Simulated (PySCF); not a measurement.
# C3H7FO3Si: what the fields show

```xyz
15

C     2.2140    0.0027    1.0103
O     0.8206   -0.1104    0.8126
Si   -0.0554    0.0528   -0.5243
F     0.4058   -1.1090   -1.5574
C     0.1499    1.7273   -1.4219
O     1.1996    2.3205   -1.4449
O    -1.6199   -0.0567   -0.2180
C    -2.3735   -1.0769    0.3954
H     2.7430   -0.7581    0.4353
H     2.4018   -0.1398    2.0739
H     2.5606    0.9888    0.7009
H    -0.7280    2.1662   -1.9359
H    -2.0296   -1.2400    1.4166
H    -2.2795   -2.0061   -0.1672
H    -3.4136   -0.7534    0.4026
```

Geometry: GFN2-xTB.

These are results of PySCF 2.14.0, CAM-B3LYP/def2-SVPD, SCF density, gas phase, not measurements.

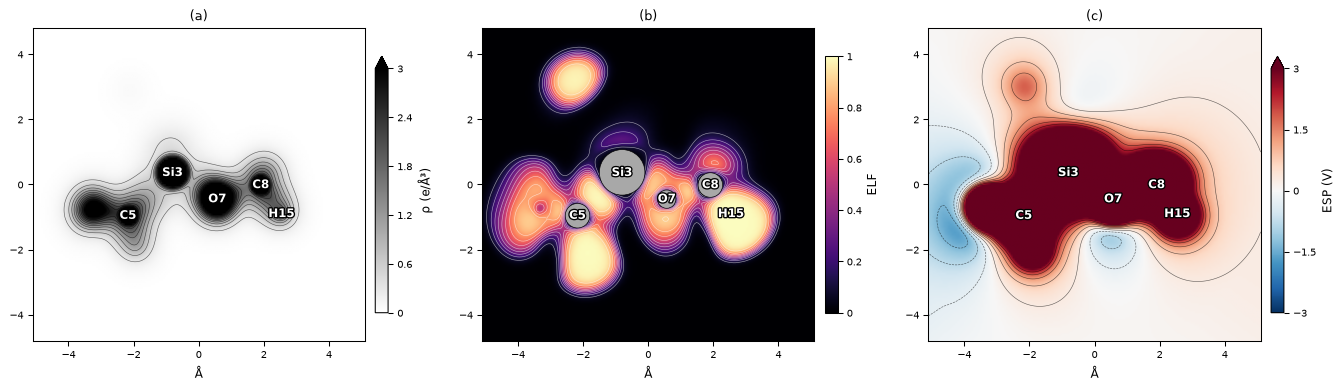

Figure 1. (a) total electron density; (b) electron localisation function; (c) electrostatic potential on the plane of atoms C5, Si3 and O7. Grey discs cover the atomic cores in the ELF map.

Q: Interpret the plot.

A: The section cuts through Si, C, O and H sites.
Si–O (1.60 Å): ρ is about 1.2 e/Å³ halfway; the ELF peaks at about 0.90 between the atoms, as expected for a short, strongly polar bond.
C–Si (1.91 Å): ρ is about 1 e/Å³ halfway; the ELF peaks at about 1 between the atoms, as expected for a covalent bond.
C–H (1.09 Å): ρ is about 2 e/Å³ halfway; the ELF climbs to about 1 towards the hydrogen, as it does in any bond to H: a covalent bond by its length.
The ELF also peaks beside O6 and O7, away from the bonds: lone-pair regions.
Outside the dense part of the molecule the potential is most negative (−1.6 V) near O6, which lies off the plane.

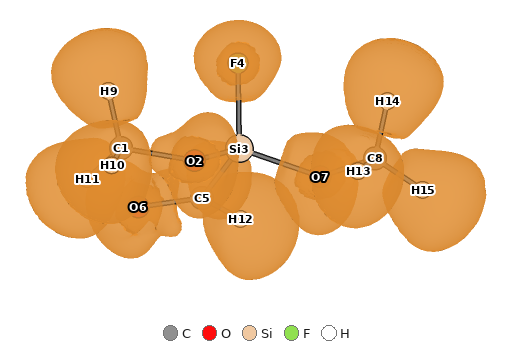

Figure 2. Isosurface of the electron localisation function at 0.75 (orange), seen from one side. Only the valence region is drawn (cores and ρ < 0.01 e/Å³ removed).

Q: Describe the localisation domains.

A: At this value the surface marks out one region between bonded C–Si atoms (shared pairs), seven regions around hydrogen nuclei, three regions on O in which the atom's valence shell and bonds are merged and one region wrapped around F (its lone pairs, merged into a ring or cap). Along the contacts the grid gives the following. C–O (1.21 Å): the ELF peaks at about 0.90 between the atoms: a multiple bond.

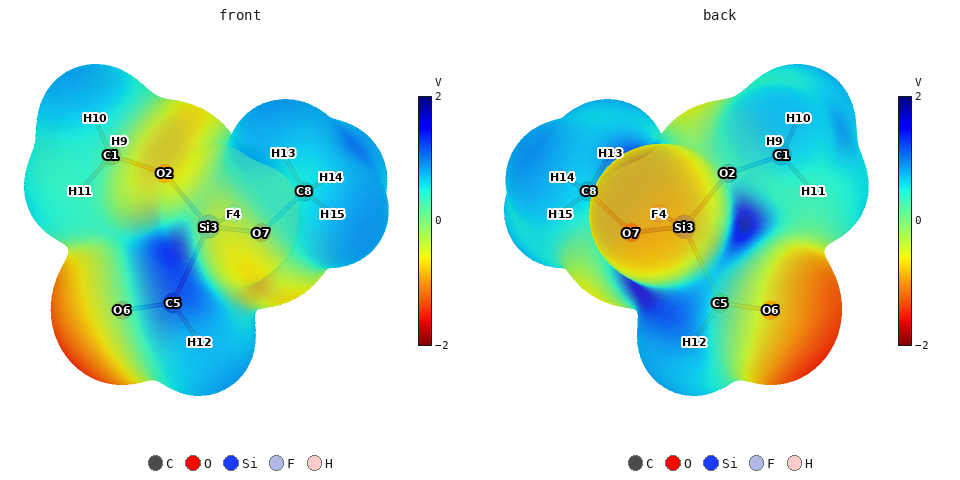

Figure 3. The molecular electrostatic potential painted on the density surface at 0.002 e/bohr³, seen from the front and from behind; red is negative and blue positive.

Q: Where is the surface potential most negative and most positive?

A: The most negative region (about −1.5 V) lies over O6, the most positive (about +1.6 V) over Si3. O6 is the likeliest acceptor of a hydrogen bond.
